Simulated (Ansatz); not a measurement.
# AlFH2O2 + H2S: a complex and its separated parts, part 2 of 2

Ansatz 0.2.0, Gaussian basis.

## Step 13: CAM-B3LYP-D4/def2-TZVPP

The inputs:

parta/in.yaml

```yaml
crystal:
  periodic: [false, false, false]
  atoms:
    - {symbol: Al, position_ang: [-0.749961, -0.481693, 0.163127]}
    - {symbol: O, position_ang: [-0.331912, -1.803469, -0.792224]}
    - {symbol: O, position_ang: [-1.639950, 0.797903, -0.463779]}
    - {symbol: F, position_ang: [-0.298184, -0.405424, 1.739775]}
    - {symbol: H, position_ang: [0.172447, -2.548900, -0.471597]}
    - {symbol: H, position_ang: [-1.936139, 0.819646, -1.372036]}
basis:
  gaussian: {orbitals: def2-TZVPP}
hamiltonian: {xc: {name: CAM-B3LYP}, dispersion: d4}
```

partb/in.yaml

```yaml
crystal:
  periodic: [false, false, false]
  atoms:
    - {symbol: S, position_ang: [1.545606, 1.019604, -0.189310]}
    - {symbol: H, position_ang: [2.209467, 0.558124, 0.881001]}
    - {symbol: H, position_ang: [1.028724, 2.044206, 0.505143]}
basis:
  gaussian: {orbitals: def2-TZVPP}
hamiltonian: {xc: {name: CAM-B3LYP}, dispersion: d4}
```

The same command starts each run, in its folder.

Run with:

```bash
> ansatz run in.yaml --threads 4 --pin off --events-out ev --progress --plain --max-ram 9574MiB
```

Output in parta, shortened:

```text
Functional definition: CAM-B3LYP
  name "CAM-B3LYP"
  cite "Yanai, Tew & Handy, Chem. Phys. Lett. 393, 51 (2004) doi:10.1016/j.cplett.2004.06.011"
  cite "Iikura, Tsuneda, Yanai & Hirao, J. Chem. Phys. 115, 3540 (2001) doi:10.1063/1.1383587"
  cite "Becke, Phys. Rev. A 38, 3098 (1988) doi:10.1103/PhysRevA.38.3098"
  cite "Lee, Yang & Parr, Phys. Rev. B 37, 785 (1988) doi:10.1103/PhysRevB.37.785"
[...]
  # Exact exchange under (alpha + beta erf(omega r))/r, Becke's under what is left of 1/r.
[...]
864 factors; their error is unknown
201 factors; integrals over basis functions are off by at most 1.1e-5 eV
[...]
mean field -13447.62726744 eV, -494.1911869494 hartree, gradient 5.6e-5 eV, S^2 0.000000; 0 other end points of the search recorded, 0 dependent functions left out
reference -13447.62737842 eV, -494.1911910275 hartree; 20, 20 occupied and 143, 143 virtual orbitals, 864 factors
Total energy: -13447.69904732 eV, -494.1938248114 hartree
```

Output in partb, shortened:

```text
[... 6 set-up lines as earlier in the session ...]
[...]
  # Exact exchange under (alpha + beta erf(omega r))/r, Becke's under what is left of 1/r.
[...]
414 factors; their error is unknown
87 factors; integrals over basis functions are off by at most 9.9e-5 eV
[...]
mean field -10868.61808747 eV, -399.4143477006 hartree, gradient 1.9e-5 eV, S^2 0.000000; 0 other end points of the search recorded, 0 dependent functions left out
reference -10868.61816455 eV, -399.4143505334 hartree; 9, 9 occupied and 61, 61 virtual orbitals, 414 factors
Total energy: -10868.63011982 eV, -399.4147898814 hartree
```

Times: 2.3 s (parta), 0.3 s (partb) on 4 threads of Arm Neoverse V1, shared host.

## Step 14: wB97X-V/def2-TZVPP

The same edit goes into each in.yaml of step 13 (parta, partb):

```diff
-hamiltonian: {xc: {name: CAM-B3LYP}, dispersion: d4}
+hamiltonian: {xc: {name: wB97X-V}}
```

The same command starts each run, in its folder.

Run with:

```bash
> ansatz run in.yaml --threads 4 --pin off --events-out ev --progress --plain --max-ram 9574MiB
```

parta printed, shortened:

```text
Functional definition: wB97X-V
  name "wB97X-V"
  cite "Mardirossian & Head-Gordon, Phys. Chem. Chem. Phys. 16, 9904 (2014) doi:10.1039/C3CP54374A"
[... 2 set-up lines as earlier in the session ...]
[...]
      + integral(e_c_pw_opposite_spin*poly(b97_u_opposite, cos0, cos1)) + vv10(b, c)
864 factors; their error is unknown
186 factors; integrals over basis functions are off by at most 1.0e-5 eV
[...]
mean field -13445.66510172 eV, -494.1190786892 hartree, gradient 7.8e-5 eV, S^2 0.000000; 0 other end points of the search recorded, 0 dependent functions left out
reference -13445.66509982 eV, -494.1190786191 hartree; 20, 20 occupied and 143, 143 virtual orbitals, 864 factors
Total energy: -13445.66509982 eV, -494.1190786191 hartree
```

Log of partb, shortened:

```text
[... 5 set-up lines as earlier in the session ...]
[...]
      + integral(e_c_pw_opposite_spin*poly(b97_u_opposite, cos0, cos1)) + vv10(b, c)
409 factors; their error is unknown
87 factors; integrals over basis functions are off by at most 4.4e-5 eV
[...]
mean field -10866.66389066 eV, -399.3425322924 hartree, gradient 7.8e-5 eV, S^2 0.000000; 0 other end points of the search recorded, 0 dependent functions left out
reference -10866.66388950 eV, -399.3425322497 hartree; 9, 9 occupied and 61, 61 virtual orbitals, 409 factors
Total energy: -10866.66388950 eV, -399.3425322497 hartree
```

Wall times: 4.1 s (parta), 0.55 s (partb) on 4 threads of Arm Neoverse V1, shared host.

## Step 15: wB97M-V/def2-TZVPP

Each input of step 14 (parta, partb) changes in the same lines:

```diff
-hamiltonian: {xc: {name: wB97X-V}}
+hamiltonian: {xc: {name: wB97M-V}}
```

One command serves all of them, each in its own folder.

Run with:

```bash
> ansatz run in.yaml --threads 4 --pin off --events-out ev --progress --plain --max-ram 9574MiB
```

Log of parta, shortened:

```text
Functional definition: wB97M-V
  name "wB97M-V"
  cite "Mardirossian & Head-Gordon, J. Chem. Phys. 144, 214110 (2016) doi:10.1063/1.4952647"
[... 2 set-up lines as earlier in the session ...]
  # Of w^i u^j: cxij and so on, Table III.
[...]
  gx(w, u) = 1 - cx + cx01*u + cx10*w
[...]
      + integral(e_c_pw_mod_opposite_spin*gos(b97_w_opposite, b97_u_opposite)) + vv10(b, c)
848 factors; their error is unknown
186 factors; integrals over basis functions are off by at most 1.0e-5 eV
[...]
mean field -13447.00973281 eV, -494.1684929704 hartree, gradient 2.3e-5 eV, S^2 0.000000; 0 other end points of the search recorded, 0 dependent functions left out
reference -13447.00977965 eV, -494.1684946915 hartree; 20, 20 occupied and 143, 143 virtual orbitals, 848 factors
Total energy: -13447.00977965 eV, -494.1684946915 hartree
```

Log of partb, shortened:

```text
[... 5 set-up lines as earlier in the session ...]
  # Of w^i u^j: cxij and so on, Table III.
[...]
  gx(w, u) = 1 - cx + cx01*u + cx10*w
[...]
      + integral(e_c_pw_mod_opposite_spin*gos(b97_w_opposite, b97_u_opposite)) + vv10(b, c)
409 factors; their error is unknown
87 factors; integrals over basis functions are off by at most 4.4e-5 eV
[...]
mean field -10867.51056664 eV, -399.3736470606 hartree, gradient 7.8e-6 eV, S^2 0.000000; 0 other end points of the search recorded, 0 dependent functions left out
reference -10867.51059481 eV, -399.3736480959 hartree; 9, 9 occupied and 61, 61 virtual orbitals, 409 factors
Total energy: -10867.51059481 eV, -399.3736480959 hartree
```

They took 5.5 s (parta), 0.75 s (partb) on 4 threads of Arm Neoverse V1, shared host.

## Step 16: B2PLYP/def2-TZVPP

Each input of step 15 (parta, partb) changes in the same lines:

```diff
-hamiltonian: {xc: {name: wB97M-V}}
+hamiltonian: {xc: {name: B2PLYP}}
```

One command serves all of them, each in its own folder.

Run with:

```bash
> ansatz run in.yaml --threads 4 --pin off --events-out ev --progress --plain --max-ram 9574MiB
```

Log of parta, shortened:

```text
Functional definition: B2PLYP
  name "B2PLYP"
  cite "Grimme, J. Chem. Phys. 124, 034108 (2006) doi:10.1063/1.2148954"
[... 2 set-up lines as earlier in the session ...]
[...]
1025 factors; integrals over basis functions are off by at most 8.0e-4 eV
[...]
mean field -13435.13287456 eV, -493.7320264800 hartree, gradient 2.2e-6 eV, S^2 0.000000; 0 other end points of the search recorded, 0 dependent functions left out
8 core orbitals not correlated: weight in the atoms' cores, before any rotation towards them, 1.000 or more for the frozen orbitals, at most 0.000 for the correlated occupied ones
reference -13435.13301412 eV, -493.7320316088 hartree; 12, 12 occupied and 143, 143 virtual orbitals, 1025 factors
second order -26.27484692 eV of doubles, -0.00000000 eV of singles
Total energy: -13442.22722279 eV, -493.9927389688 hartree
```

Log of partb, shortened:

```text
[... 5 set-up lines as earlier in the session ...]
[...]
386 factors; integrals over basis functions are off by at most 7.9e-4 eV
[...]
mean field -10863.10107630 eV, -399.2116012795 hartree, gradient 3.7e-6 eV, S^2 0.000000; 0 other end points of the search recorded, 0 dependent functions left out
5 core orbitals not correlated: weight in the atoms' cores, before any rotation towards them, 1.000 or more for the frozen orbitals, at most 0.000 for the correlated occupied ones
reference -10863.10117619 eV, -399.2116049506 hartree; 4, 4 occupied and 61, 61 virtual orbitals, 386 factors
second order -6.35680663 eV of doubles, -0.00000000 eV of singles
Total energy: -10864.81751398 eV, -399.2746792010 hartree
```

They took 2.4 s (parta), 0.35 s (partb) on 4 threads of Arm Neoverse V1, shared host.

## Step 17: PBE-QIDH/def2-TZVPP

The same edit goes into each in.yaml of step 16 (parta, partb):

```diff
-hamiltonian: {xc: {name: B2PLYP}}
+hamiltonian: {xc: {name: PBE-QIDH}}
```

One command serves all of them, each in its own folder.

Run with:

```bash
> ansatz run in.yaml --threads 4 --pin off --events-out ev --progress --plain --max-ram 9574MiB
```

Log of parta, shortened:

```text
Functional definition: PBE-QIDH
  name "PBE-QIDH"
  cite "Brémond, Sancho-García, Pérez-Jiménez & Adamo, J. Chem. Phys. 141, 031101 (2014) doi:10.1063/1.4890314"
[... 1 set-up line as earlier in the session ...]
[...]
1025 factors; integrals over basis functions are off by at most 8.0e-4 eV
[...]
mean field -13427.81007040 eV, -493.4629183907 hartree, gradient 4.6e-6 eV, S^2 0.000000; 0 other end points of the search recorded, 0 dependent functions left out
8 core orbitals not correlated: weight in the atoms' cores, before any rotation towards them, 1.000 or more for the frozen orbitals, at most 0.000 for the correlated occupied ones
reference -13427.81008162 eV, -493.4629188029 hartree; 12, 12 occupied and 143, 143 virtual orbitals, 1025 factors
second order -24.45275458 eV of doubles, -0.00000000 eV of singles
Total energy: -13435.96099981 eV, -493.7624595216 hartree
```

Log of partb, shortened:

```text
[... 4 set-up lines as earlier in the session ...]
[...]
386 factors; integrals over basis functions are off by at most 7.9e-4 eV
[...]
mean field -10860.20503773 eV, -399.1051738252 hartree, gradient 1.1e-6 eV, S^2 0.000000; 0 other end points of the search recorded, 0 dependent functions left out
5 core orbitals not correlated: weight in the atoms' cores, before any rotation towards them, 1.000 or more for the frozen orbitals, at most 0.000 for the correlated occupied ones
reference -10860.20504451 eV, -399.1051740744 hartree; 4, 4 occupied and 61, 61 virtual orbitals, 386 factors
second order -5.89911187 eV of doubles, -0.00000000 eV of singles
Total energy: -10862.17141513 eV, -399.1774368619 hartree
```

They took 2.7 s (parta), 0.35 s (partb) on 4 threads of Arm Neoverse V1, shared host.

## Step 18: RPA on PBE/def2-TZVPP

Each input of step 17 (parta, partb) changes in the same lines:

```diff
-hamiltonian: {xc: {name: PBE-QIDH}}
+hamiltonian: {xc: pbe}
+correlation: {method: rpa}
```

The same command starts each run, in its folder.

Run with:

```bash
> ansatz run in.yaml --threads 4 --pin off --events-out ev --progress --plain --max-ram 9574MiB
```

Output in parta, shortened:

```text
[... 4 set-up lines as earlier in the session ...]
[...]
1025 factors; integrals over basis functions are off by at most 8.0e-4 eV
[...]
mean field -13438.44578575 eV, -493.8537737207 hartree, gradient 6.9e-6 eV, S^2 0.000000; 0 other end points of the search recorded, 0 dependent functions left out
8 core orbitals not correlated: weight in the atoms' cores, before any rotation towards them, 1.000 or more for the frozen orbitals, at most 0.000 for the correlated occupied ones
reference -13402.43839343 eV, -492.5305264594 hartree; 12, 12 occupied and 143, 143 virtual orbitals, 1025 factors
Total energy: -13435.53065473 eV, -493.7466446317 hartree
```

Output in partb, shortened:

```text
[... 4 set-up lines as earlier in the session ...]
[...]
386 factors; integrals over basis functions are off by at most 7.9e-4 eV
[...]
mean field -10863.54268141 eV, -399.2278299683 hartree, gradient 1.8e-6 eV, S^2 0.000000; 0 other end points of the search recorded, 0 dependent functions left out
5 core orbitals not correlated: weight in the atoms' cores, before any rotation towards them, 1.000 or more for the frozen orbitals, at most 0.000 for the correlated occupied ones
reference -10849.04798628 eV, -398.6951597468 hartree; 4, 4 occupied and 61, 61 virtual orbitals, 386 factors
Total energy: -10858.41208278 eV, -399.0392839462 hartree
```

Times: 2.5 s (parta), 0.35 s (partb) on 4 threads of Arm Neoverse V1, shared host.

## Step 19: CCSD(T)/def2-TZVPP

The same edit goes into each in.yaml of step 18 (parta, partb):

```diff
-hamiltonian: {xc: pbe}
-correlation: {method: rpa}
+correlation: {method: ccsd_t}
```

The same command starts each run, in its folder.

Run with:

```bash
> ansatz run in.yaml --threads 4 --pin off --events-out ev --progress --plain --max-ram 9574MiB
```

Log of parta, shortened:

```text
Functional definition: HF
  name "HF"
  cite "Fock, Z. Phys. 61, 126 (1930) doi:10.1007/BF01340294"
[... 1 set-up line as earlier in the session ...]
[...]
1025 factors; integrals over basis functions are off by at most 8.0e-4 eV
[...]
mean field -13403.71918945 eV, -492.5775948453 hartree, gradient 3.3e-6 eV, S^2 0.000000; 0 other end points of the search recorded, 0 dependent functions left out
8 core orbitals not correlated: weight in the atoms' cores, before any rotation towards them, 1.000 or more for the frozen orbitals, at most 0.000 for the correlated occupied ones
reference -13403.71918945 eV, -492.5775948453 hartree; 12, 12 occupied and 143, 143 virtual orbitals, 1025 factors
second order -22.02307121 eV of doubles, -0.00000000 eV of singles
cycle   1  -21.62062640 eV  change    4.0e-1 eV  update   9.4e-2
[...]
cycle   9  -22.12953076 eV  change   -7.3e-6 eV  update   1.7e-5
perturbative correction -0.69468062 eV, -0.0255290419 hartree
Total energy: -13426.54340083 eV, -493.4163691425 hartree
```

Output in partb, shortened:

```text
[... 4 set-up lines as earlier in the session ...]
[...]
386 factors; integrals over basis functions are off by at most 7.9e-4 eV
[...]
mean field -10849.38780242 eV, -398.7076477598 hartree, gradient 1.3e-6 eV, S^2 0.000000; 0 other end points of the search recorded, 0 dependent functions left out
5 core orbitals not correlated: weight in the atoms' cores, before any rotation towards them, 1.000 or more for the frozen orbitals, at most 0.000 for the correlated occupied ones
reference -10849.38780242 eV, -398.7076477598 hartree; 4, 4 occupied and 61, 61 virtual orbitals, 386 factors
second order -5.20090831 eV of doubles, -0.00000000 eV of singles
cycle   1  -5.68437965 eV  change   -4.8e-1 eV  update   4.9e-2
[...]
cycle   8  -5.86289209 eV  change    2.8e-6 eV  update   5.9e-6
perturbative correction -0.21792679 eV, -0.0080086618 hartree
Total energy: -10855.46862131 eV, -398.9311137321 hartree
```

They took 21 s (parta), 0.45 s (partb) on 4 threads of Arm Neoverse V1, shared host; peak memory 1.3 GiB.

## Step 20: Vibrations of AlFH2O2

vib-parta/in.yaml reads:

```yaml
crystal:
  periodic: [false, false, false]
  atoms:
    - {symbol: Al, position_ang: [-0.749961, -0.481693, 0.163127]}
    - {symbol: O, position_ang: [-0.331912, -1.803469, -0.792224]}
    - {symbol: O, position_ang: [-1.639950, 0.797903, -0.463779]}
    - {symbol: F, position_ang: [-0.298184, -0.405424, 1.739775]}
    - {symbol: H, position_ang: [0.172447, -2.548900, -0.471597]}
    - {symbol: H, position_ang: [-1.936139, 0.819646, -1.372036]}
basis:
  gaussian: {orbitals: def2-TZVP}
hamiltonian: {xc: pbe0, dispersion: d4}
phonons: {temperatures: {t_min: 298.15, t_max: 900, t_step: 200}}
```

Run with:

```bash
> ansatz run in.yaml --threads 4 --pin off --events-out ev --progress --plain --max-ram 9574MiB
```

The program printed, shortened:

```text
[... 5 set-up lines as earlier in the session ...]
[...]
825 factors; their error is unknown
[...]
mean field -13438.90933355 eV, -493.8708087881 hartree, gradient 5.6e-5 eV, S^2 0.000000; 0 other end points of the search recorded, 0 dependent functions left out
[...]
Atom 3 at    -0.298184    -0.405424     1.739775 Å, force    -0.001004     0.002039     0.000346 eV/Å
Atom 4 at     0.172447    -2.548900    -0.471597 Å, force    -0.000556     0.001372     0.000395 eV/Å
Atom 5 at    -1.936139     0.819646    -1.372036 Å, force    -0.001071     0.001918    -0.000505 eV/Å
Dipole moment:     0.039896    -0.251385    -0.307723 e Å
Vibrations: 222.75 240.76 290.16 337.55 359.11 632.31 641.52 708.72 936.25 965.30 3965.38 3966.66 cm⁻¹, zero-point energy 0.822415 eV
```

It took 34 s on 4 threads of Arm Neoverse V1, shared host.

The modes, with what each moves most:

| mode | wavenumber (cm⁻¹) | character |
| --- | --- | --- |
| 1 | 223 | bend |
| 2 | 241 | bend |
| 3 | 290 | torsion with out-of-plane bend |
| 4 | 338 | torsion |
| 5 | 359 | torsion |
| 6 | 632 | bend |
| 7 | 642 | bend |
| 8 | 709 | Al–O and Al–F stretch |
| 9 | 936 | Al–F and Al–O stretch |
| 10 | 965 | Al–O stretch |
| 11 | 3965 | O–H stretch |
| 12 | 3967 | O–H stretch |

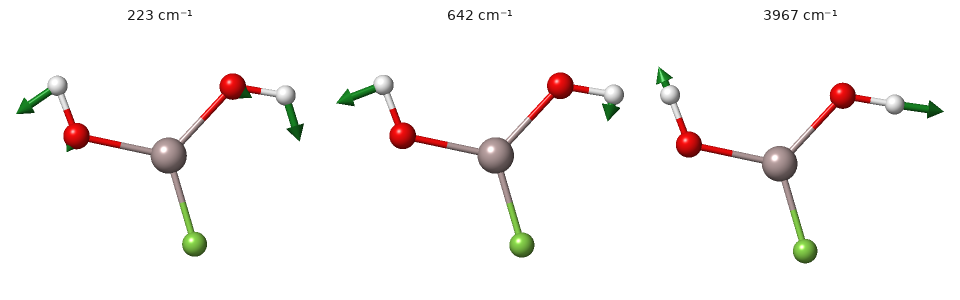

Displacements of 3 modes, as arrows.

Vibrational sums (real modes only):

| T (K) | entropy (J/mol/K) | heat capacity (J/mol/K) |
| --- | --- | --- |
| 298 | 37.1 | 50.3 |
| 498 | 67.4 | 66.9 |
| 698 | 91.3 | 74.2 |
| 898 | 110.6 | 78.5 |

## Step 21: Vibrations of H2S

vib-partb/in.yaml reads:

```yaml
crystal:
  periodic: [false, false, false]
  atoms:
    - {symbol: S, position_ang: [1.545606, 1.019604, -0.189310]}
    - {symbol: H, position_ang: [2.209467, 0.558124, 0.881001]}
    - {symbol: H, position_ang: [1.028724, 2.044206, 0.505143]}
basis:
  gaussian: {orbitals: def2-TZVP}
hamiltonian: {xc: pbe0, dispersion: d4}
phonons: {temperatures: {t_min: 298.15, t_max: 900, t_step: 200}}
```

Run with:

```bash
> ansatz run in.yaml --threads 4 --pin off --events-out ev --progress --plain --max-ram 9574MiB
```

The program printed, shortened:

```text
[... 5 set-up lines as earlier in the session ...]
[...]
359 factors; their error is unknown
[...]
mean field -10864.45046316 eV, -399.2611903321 hartree, gradient 4.8e-5 eV, S^2 0.000000; 0 other end points of the search recorded, 0 dependent functions left out
[...]
Total energy: -10864.46265919 eV, -399.2616385278 hartree
Atom 0 at     1.545606     1.019604    -0.189310 Å, force    -0.000001    -0.000002    -0.000007 eV/Å
Atom 1 at     2.209467     0.558124     0.881001 Å, force     0.000007    -0.000007     0.000005 eV/Å
Atom 2 at     1.028724     2.044206     0.505143 Å, force    -0.000006     0.000009     0.000001 eV/Å
Dipole moment:     0.019143     0.073343     0.229850 e Å
Vibrations: 1209.04 2724.34 2739.65 cm⁻¹, zero-point energy 0.413675 eV
```

Run time: 0.9 s. Hardware: 4 threads of Arm Neoverse V1, shared host.

The modes, with what each moves most:

| mode | wavenumber (cm⁻¹) | character |
| --- | --- | --- |
| 1 | 1209 | bend |
| 2 | 2724 | S–H stretch |
| 3 | 2740 | S–H stretch |

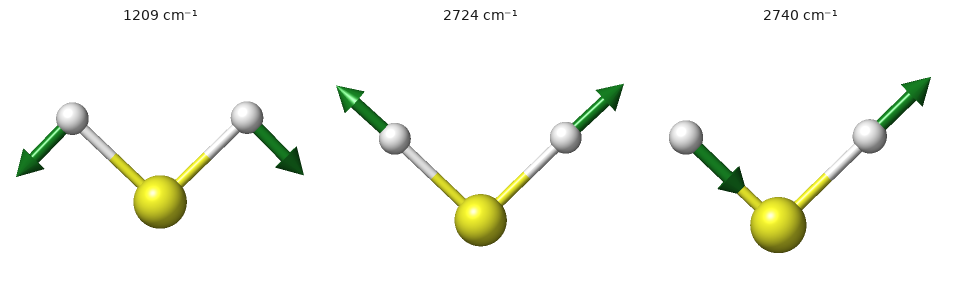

How the atoms move in 3 of the modes.

Vibrational sums (real modes only):

| T (K) | entropy (J/mol/K) | heat capacity (J/mol/K) |
| --- | --- | --- |
| 298 | 0.2 | 0.8 |
| 498 | 1.2 | 3.7 |
| 698 | 3.0 | 7.0 |
| 898 | 5.1 | 10.2 |

## Step 22: Complex less separated parts

The complex's own energies come from single points at the same levels.

Rows are in def2-TZVPP; times add the 3 runs of a level on a shared host, so small differences are noise.

Differences are taken before rounding.

| method | rung | complex less parts (kJ/mol) | from CCSD(T) (kJ/mol) | time |
| --- | --- | --- | --- | --- |
| SPW92 | LDA | -81.2 | -25.4 | 3.2 s |
| PBE-D4 | GGA | -63.7 | -7.8 | 3.9 s |
| BLYP-D4 | GGA | -55.2 | +0.7 | 3.9 s |
| r2SCAN-D4 | meta-GGA | -64.7 | -8.9 | 8.3 s |
| B97M-V | meta-GGA | -57.6 | -1.8 | 15 s |
| PBE0-D4 | hybrid | -64.5 | -8.6 | 6.6 s |
| B3LYP-D4 | hybrid | -57.9 | -2.0 | 6.6 s |
| r2SCAN0-D4 | hybrid | -65.1 | -9.2 | 11 s |
| BHLYP-D4 | hybrid | -61.1 | -5.2 | 6.2 s |
| CAM-B3LYP-D4 | range-separated hybrid | -59.3 | -3.4 | 7.4 s |
| wB97X-V | range-separated hybrid | -61.4 | -5.6 | 14 s |
| wB97M-V | range-separated hybrid | -60.3 | -4.4 | 17 s |
| B2PLYP | double hybrid | -50.0 | +5.8 | 10 s |
| PBE-QIDH | double hybrid | -60.0 | -4.1 | 11 s |
| RPA on PBE | RPA | -51.9 | +3.9 | 11 s |
| Hartree-Fock | wavefunction | -36.9 | +18.9 |  |
| MP2 | wavefunction | -56.0 | -0.2 |  |
| CCSD | wavefunction | -52.5 | +3.3 |  |
| CCSD(T) | wavefunction | -55.9 | 0 | 2.8 min |

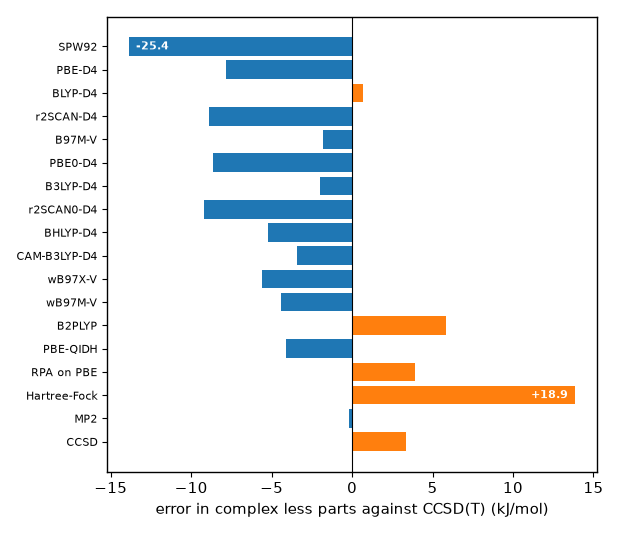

Deviations from CCSD(T), method by method. Bars with a number in them are cut short.

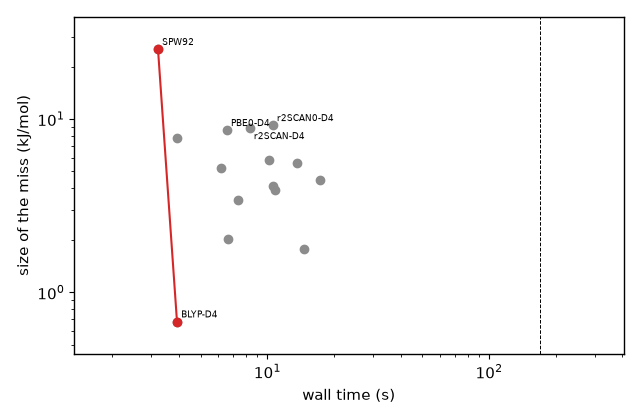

Accuracy for the time spent; red marks the levels that beat every quicker one drawn (of those quicker than the yardstick), and the dashed line is the time of CCSD(T). Only those levels and the largest misses are named. Times are from a shared host.

BLYP-D4 reaches 0.7 kJ/mol from the reference in 3.9 s, where CCSD(T) took 2.8 min; the quickest level in the cost chart, SPW92, takes 3.2 s and misses by 25.4 kJ/mol.

The complex's zero-point energy, from a separate PBE0-D4 run, is 1.307 eV.

## Step 23: What came out

The summary covers parts 1 to 2.

| quantity | value |
| --- | --- |
| complex less parts, CCSD(T)/def2-TZVPP | -55.9 kJ/mol |
| with zero-point energy | -49.0 kJ/mol |
| largest T1 diagnostic | 0.012 |

**Reading.** At CCSD(T) the complex lies 55.9 kJ/mol below its parts. BLYP-D4 is the best functional here (+0.7 kJ/mol from CCSD(T)); SPW92 is the worst (-25.4 kJ/mol). By rung, the mean size of the error is: LDA 25.4, GGA 4.3, meta-GGA 5.3, hybrid 6.3, range-separated hybrid 4.5, double hybrid 5.0 kJ/mol. The double hybrids carry no dispersion term here, unlike the levels marked D4 or V. PBE-D4 gives a relative energy 7.8 kJ/mol too low, outside chemical accuracy (1 kcal/mol, 4.2 kJ/mol). No counterpoise was applied, and triple zeta lacks some correlation, so the CCSD(T) reference has a basis error of its own, and close matches with it are partly luck.
